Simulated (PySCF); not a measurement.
# One shape, several levels: doublet [BBrCl2]+

We compute a comparison of 6 runs (UHF/STO-3G, U-r2SCAN/cc-pVDZ, UBLYP/cc-pVDZ, UM06-2X/cc-pVDZ, UPBE0/cc-pVDZ, UCCSD(T)/cc-pVDZ) of doublet [BBrCl2]+. 

The calculation is run with PySCF 2.14.0.

3 further runs of the same task are left out: 3 set aside as unsound or not needed.

### Step 1. The structure to begin with

[BBrCl2]+ has 4 atoms, charge +1, and is taken as a doublet. As SMILES of the parent species, `ClB(Cl)Br`. The shape is that of a PBE0-D4/def2-TZVP optimisation. That shape belongs to the parent species and isn't relaxed for this state.

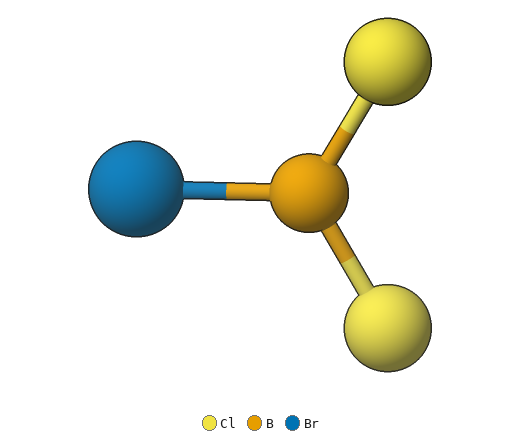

Viewed from a chosen angle; chlorine yellow, boron amber, bromine blue.

### Step 2. The energy at UHF/STO-3G (run 1)

Contents of run.py:

```python
from pyscf import gto, scf

mol = gto.M(
    atom='''
Cl     1.100010     1.258558     2.854998
B      0.070298    -0.071999     0.041763
Cl     0.839605    -3.173228    -0.690884
Br    -1.905033     1.872908    -2.244239
''',
    spin=1,
    max_memory=1860,
    basis='sto-3g',
    verbose=3,
    charge=1,
    unit='bohr',
)

hf = scf.UHF(mol)
hf.conv_tol = 1e-10
hf.kernel()
if not hf.converged:
    hf = hf.newton().run(hf.mo_coeff, hf.mo_occ)

e_tot = hf.e_tot
print('E = %.10f Eh' % e_tot)
```

Started as:

```console
$ OMP_NUM_THREADS=1 python run.py
```

The log of the run:

```text
SCF not converged.
SCF energy = -3477.91155528401 after 50 cycles  <S^2> = 0.76980382  2S+1 = 2.0197067
converged SCF energy = -3477.98691316174  <S^2> = 0.75252326  2S+1 = 2.0025217
E = -3477.9869131617 Eh
```

Run time: 1.6 s. Hardware: 1 thread of Arm Neoverse V2, shared host; peak memory 0.12 GiB.

### Step 3. A single-point energy at U-r2SCAN/cc-pVDZ (run 2)

Contents of calc.py:

```python
from pyscf import gto, dft

system = gto.Mole()
system.atom = [
    ('Cl', (0.582100, 0.666000, 1.510800)),
    ('B', (0.037200, -0.038100, 0.022100)),
    ('Cl', (0.444300, -1.679200, -0.365600)),
    ('Br', (-1.008100, 0.991100, -1.187600)),
]
system.spin = 1
system.charge = 1
system.basis = 'cc-pvdz'
system.max_memory = 1860
system.verbose = 3
system.build()

calc0 = dft.UKS(system, xc='r2scan')
calc0.grids.level = 5
calc0.conv_tol = 1e-10
calc0.kernel()
if not calc0.converged:
    calc0 = calc0.newton().run(calc0.mo_coeff, calc0.mo_occ)

e_tot = calc0.e_tot
print('E = %.10f Eh' % e_tot)
```

Started as:

```console
$ OMP_NUM_THREADS=1 python calc.py
```

The log of the run:

```text
converged SCF energy = -3519.02491472121  <S^2> = 0.75229134  2S+1 = 2.00229
E = -3519.0249147212 Eh
```

Wall time 54 s (1 thread of Arm Neoverse V2, shared host); peak memory 0.45 GiB.

Runs 3 to 5 aren't shown in full; the table further down has their settings and results.

### Step 4. The energy at UCCSD(T)/cc-pVDZ (run 6)

Contents of input.py:

```python
from pyscf import gto, cc

system = gto.M(
    atom=[
    ('Cl', (0.582100, 0.666000, 1.510800)),
    ('B', (0.037200, -0.038100, 0.022100)),
    ('Cl', (0.444300, -1.679200, -0.365600)),
    ('Br', (-1.008100, 0.991100, -1.187600)),
],
    basis='cc-pvdz',
    verbose=3,
    charge=1,
    max_memory=1860,
    spin=1,
)

mf = system.UHF()
mf.conv_tol = 1e-10
mf.kernel()
if not mf.converged:
    mf = mf.newton().run(mf.mo_coeff, mf.mo_occ)

mycc = cc.CCSD(mf, frozen=20)
mycc.kernel()
e_t = mycc.ccsd_t()
e_final = mycc.e_tot + e_t
print('E(%s) = %.9f' % ('CCSD(T)', e_final))
```

Started as:

```console
$ OMP_NUM_THREADS=1 python input.py
```

The log of the run:

```text
converged SCF energy = -3515.81377731498  <S^2> = 0.75792301  2S+1 = 2.0079074
E(UCCSD) = -3516.309009080405  E_corr = -0.4952317654244272
UCCSD(T) correction = -0.0162865907504186
E(CCSD(T)) = -3516.325295671
```

Run time: 90 s. Hardware: 1 thread of Arm Neoverse V2, shared host; peak memory 0.57 GiB.

### Step 5. The series

```
run             level  integration grid  frozen core orbitals   energy (Eh)  HOMO energy (eV)  LUMO energy (eV)   ⟨S²⟩  wall time
  1        UHF/STO-3G                 –                     –  -3477.986913            -17.24             -8.26  0.753      1.6 s
  2  U-r2SCAN/cc-pVDZ                 5                     –  -3519.024915            -14.52            -13.71  0.752       54 s
  3     UBLYP/cc-pVDZ                 5                     –  -3519.132433            -13.83            -13.28  0.751       38 s
  4   UM06-2X/cc-pVDZ                 5                     –  -3519.096683            -16.15            -12.24  0.755       59 s
  5     UPBE0/cc-pVDZ                 5                     –  -3518.475798            -15.29            -13.13  0.753       29 s
  6  UCCSD(T)/cc-pVDZ                 –                    20  -3516.325296            -17.93             -9.28  0.758       90 s
```

### Step 6. What came out

| quantity | value |
| --- | --- |
| run 6: total energy | -3516.32530 Eh |
| run 6: HOMO energy (Hartree–Fock orbitals) (highest over α and β) | -17.93 eV |
| run 6: LUMO energy (Hartree–Fock orbitals) (lowest over α and β) | -9.28 eV |
| run 6: correlation energy (20 core orbitals frozen) | -511.5 mEh |
| run 6: (T) correction | -16.29 mEh |
| run 6: ⟨S²⟩ of the reference determinant | 0.758 |
| run 6: T1 diagnostic | 0.032 |

What this shows: Totals of different functionals can't be ranked against each other. In run 1 the basis is minimal, so the values are rough. All runs together took 4.5 min, the longest 90 s.
